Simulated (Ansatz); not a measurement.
**CH2ClNSn: taking an electron away**

Aim: the vertical ionisation energy of CH2ClNSn, as cation minus neutral at the neutral's geometry, on several levels, and how well −ε(HOMO) stands in for it.

The runs use Ansatz 0.2.0, Gaussian basis; unrestricted cation, the program's frozen cores in correlated methods.

Plan: UKS PBE-D4/def2-TZVPP; UKS r2SCAN-D4/def2-TZVPP; UKS PBE0-D4/def2-TZVPP; UKS B3LYP-D4/def2-TZVPP; UKS wB97X-V/def2-TZVPP; UKS wB97M-V/def2-TZVPP; UKS B2PLYP/def2-TZVPP; UHF-CCSD(T)/def2-TZVPP; UHF-CCSD(T)/def2-QZVPP; extrapolation to the limit; then −ε(HOMO) from the neutral's earlier runs with LDA (SPW92), PBE-D4, revPBE-D4, BLYP-D4, r2SCAN-D4, B97M-V, PBE0-D4, B3LYP-D4, r2SCANh-D4, r2SCAN0-D4, HSE06-D4, BHLYP-D4, CAM-B3LYP-D4, LC-ωPBE, ωB97X-V, ωB97M-V.

### 1 The relaxed structure

The geometry comes from an earlier relaxation with PBE0-D4 in a triple-zeta def2 set; it is a stationary point. Sn takes the def2 core potential; no spin-orbit term is included.

SMILES `N#[C][SnH2][Cl]`, 6 atoms, charge 0, spin multiplicity 1.

Atoms are counted from 1 here; the program's logs count them from 0.

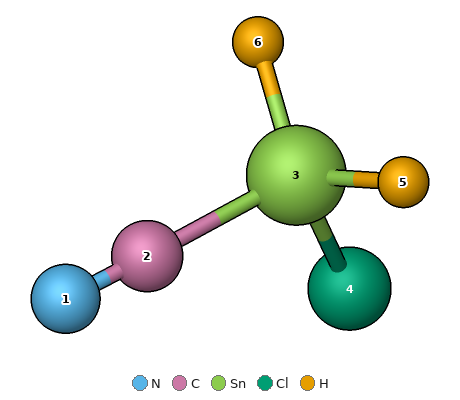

The structure; nitrogen blue, carbon pink, tin green, chlorine teal, hydrogen amber; atoms are numbered from 1 in the order of the file.

### 2 Cation, UKS PBE-D4/def2-TZVPP

Contents of in.yaml:

```yaml
crystal:
  periodic: [false, false, false]
  atoms:
    - {symbol: N, position_ang: [1.805228, -1.621133, 1.077543]}
    - {symbol: C, position_ang: [1.044605, -0.885964, 0.621271]}
    - {symbol: Sn, position_ang: [-0.317688, 0.495020, -0.198820]}
    - {symbol: Cl, position_ang: [-1.933950, -0.791876, -1.235351]}
    - {symbol: H, position_ang: [0.487855, 1.396238, -1.382122]}
    - {symbol: H, position_ang: [-1.044049, 1.343716, 1.071380]}
basis:
  gaussian: {orbitals: def2-TZVPP}
total_charge: 1
magnetization: {spin_polarized: true, initial_magnetization: 1}
hamiltonian: {xc: pbe, dispersion: d4}
```

The run is started by

```
> ansatz run in.yaml --threads 2 --pin off --events-out ev --progress --plain --max-ram 32768MiB --backend cpu
```

The runs that follow: Cation, UKS r2SCAN-D4/def2-TZVPP; Cation, UKS PBE0-D4/def2-TZVPP; Cation, UKS B3LYP-D4/def2-TZVPP; Cation, UKS wB97X-V/def2-TZVPP; Cation, UKS wB97M-V/def2-TZVPP; Cation, UKS B2PLYP (frozen core)/def2-TZVPP; Cation, UHF-CCSD(T)/def2-TZVPP; Cation, UHF-CCSD(T)/def2-QZVPP.

**Question.** What will the summary of the whole plan be? Wanted: ionisation energy, CCSD(T)/CBS; nearest functional by difference; nearest −ε(HOMO); −ε(HOMO) of PBE; T1 of the cation.

**Answer**, as computed:

| quantity | value |
| --- | --- |
| ionisation energy, CCSD(T)/CBS | 11.94 eV |
| nearest functional by difference | ωB97X-V (-0.12 eV) |
| nearest −ε(HOMO) | LC-ωPBE (+0.16 eV) |
| −ε(HOMO) of PBE | 7.93 eV |
| T1 of the cation | 0.030 |

Energy differences with functionals land within 1.00 eV of the reference. The PBE orbital energy is 4.0 eV too small: a semilocal HOMO is no ionisation energy. Among orbital estimates LC-ωPBE comes nearest. Hartree-Fock falls 1.04 eV short, as the neutral has more correlation energy than the cation. Correlated methods include outer-core shells of Sn, which these sets cover unevenly. With outer-core shells in play the reference is unsure by up to some tenths of an eV, so close misses can't be ranked.
